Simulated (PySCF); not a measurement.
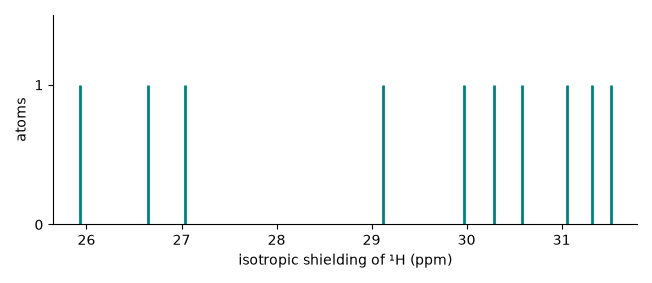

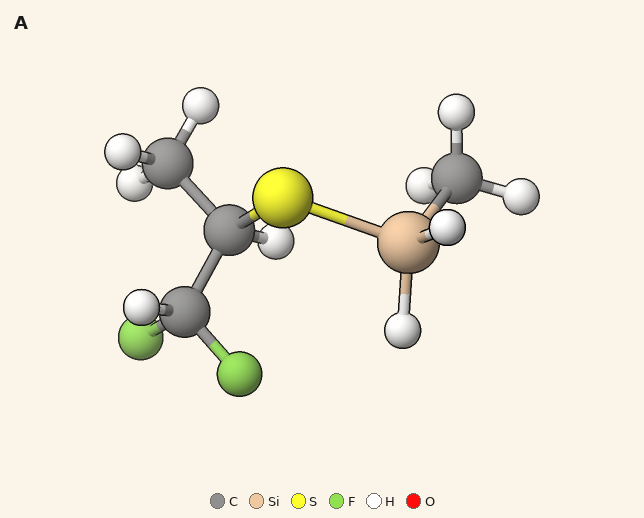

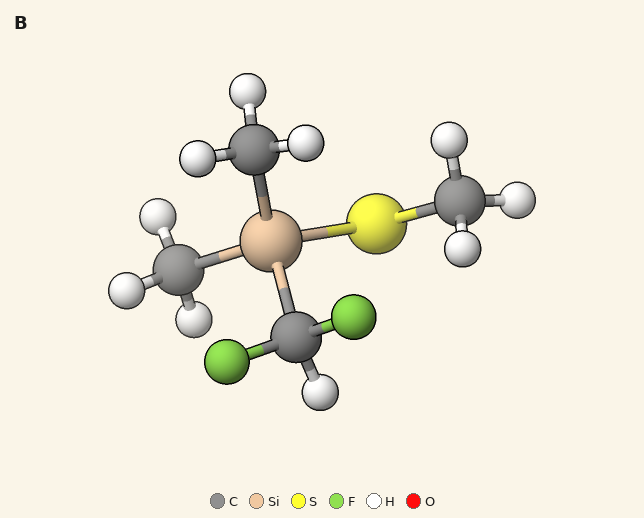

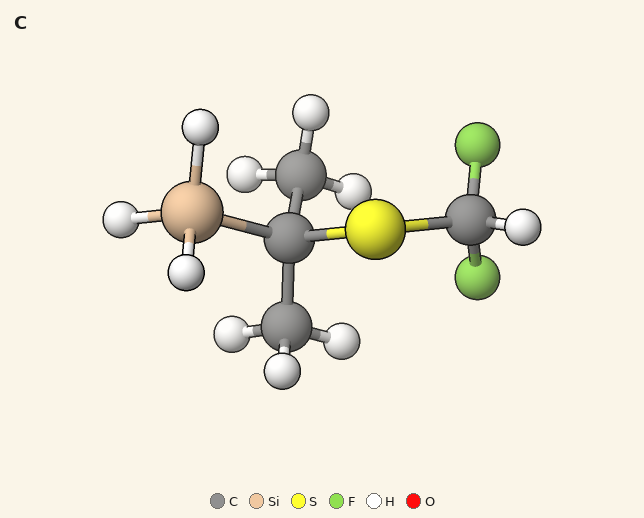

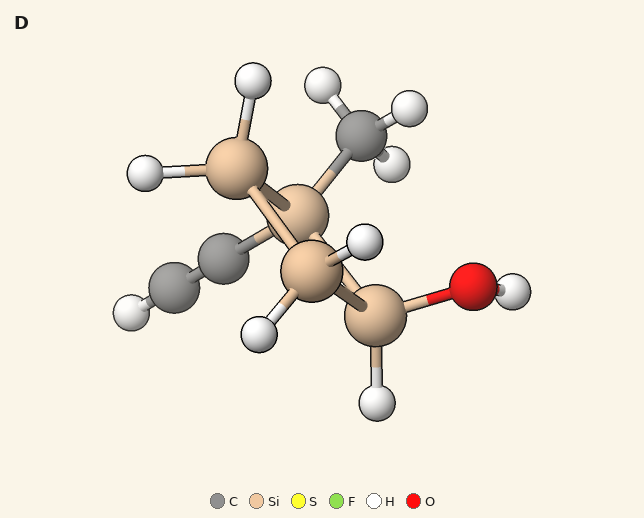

The sticks are computed shieldings of one of the molecules, for one fixed geometry (GFN2-xTB) without averaging over rotations. Low shielding means a high chemical shift. Method: GIAO PBE0/pcSseg-1 NMR shielding, non-relativistic, gas phase (PySCF 2.14.0).

Question: Which molecule gives this pattern?

Answer: A, `C[SiH2]S[C@H](C)C(F)F`. Its 10 H atoms give lines at 25.93, 26.64, 27.04, 29.12, 29.98, 30.29, 30.58, 31.06, 31.32, 31.52 ppm.

The geometry is semi-empirical. Around Si such bond lengths and angles can be off by a tenth of an ångström or more and by several degrees, and values that hang on the shape move with them.
